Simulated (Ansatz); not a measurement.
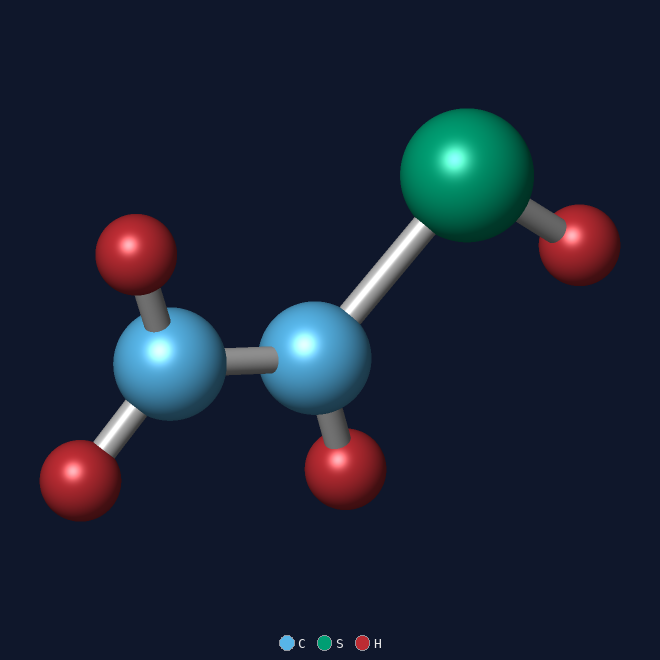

The computed structure is the end point of a PBE0-D4/def2-TZVP optimisation. No frequency run is at hand to confirm it as a minimum.

Draw it as a skeletal formula.

SMILES: C=CS

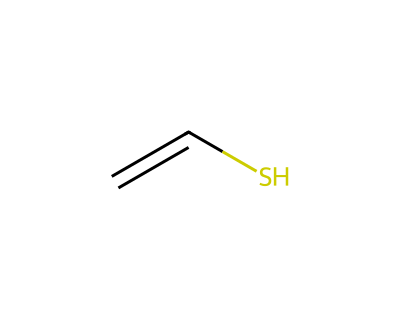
